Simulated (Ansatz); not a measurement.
F2H3NSi···HF

```yaml
atoms:
  - { symbol: Si, position_ang: [-0.5835, 0.9171, -0.0349] }
  - { symbol: F, position_ang: [-0.1721, -2.6245, 0.2341] }
  - { symbol: F, position_ang: [-1.2476, 0.7173, -1.4537] }
  - { symbol: F, position_ang: [-0.1958, 2.4497, 0.0790] }
  - { symbol: H, position_ang: [-1.5144, 0.5986, 1.0516] }
  - { symbol: H, position_ang: [0.1794, -1.7530, 0.1171] }
  - { symbol: N, position_ang: [0.7872, -0.1173, 0.0029] }
  - { symbol: H, position_ang: [1.3735, -0.1201, -0.8229] }
  - { symbol: H, position_ang: [1.3733, -0.0678, 0.8269] }
```

The product side of a reaction path; geometry: PBE0-D4/def2-TZVP.

The calculation used RKS PBE0-D4/def2-TZVPP in Ansatz 0.2.0.

> What can the converged electron density and electron localisation function tell about the bonding?

Si–F (1.58 Å): ρ at the midpoint is about 1.2 e/Å³; the ELF peaks at about 0.85 in the valence shell of F, 0.6 Å from its nucleus, and is about 0.50 at the midpoint.
Si–N (1.72 Å): the density is about 1.2 e/Å³ at the midpoint; the ELF peaks at about 0.90 between the atoms (a shared but strongly polarised pair).
N–H (1.01 Å): the density is about 2.9 e/Å³ at the midpoint; the ELF climbs to about 1 towards the hydrogen, as it does in any bond to H (an ordinary covalent bond to hydrogen).

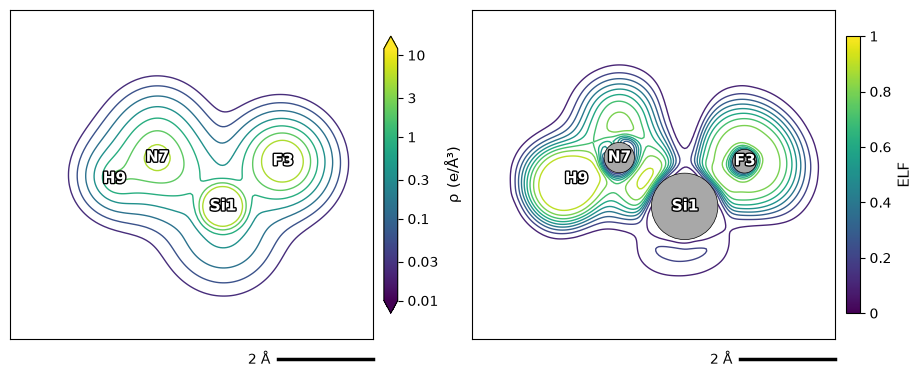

Computed electron density and electron localisation function on the plane of atoms F3, Si1 and N7, in this order. Grey discs cover the atomic cores in the ELF map. 
